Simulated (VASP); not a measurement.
Band structure of Eu (bcc). All values below come from TPSS meta-GGA, VASP's PBE PAW potentials (set 64) (plane waves; VASP).

The 4f electrons are frozen in the core of the lanthanide potential, so 4f levels, which can set the real gap, and their magnetism are missing.

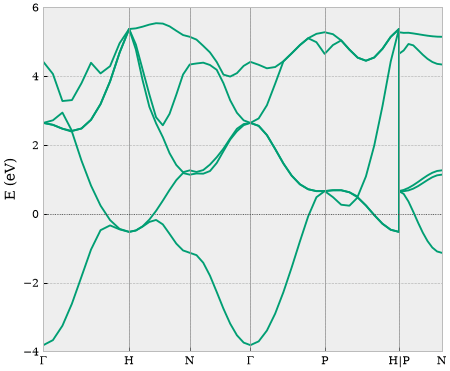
Bands along high-symmetry lines, zero at the valence-band maximum or, without a gap, the Fermi level

### Question
Read the plot: is there a gap, and where are the band edges?

### Answer
It has no gap at this level: it comes out as a metal or semimetal.

The compound is Eu in the bcc structure. It was relaxed first, which changed the volume by -11 %.
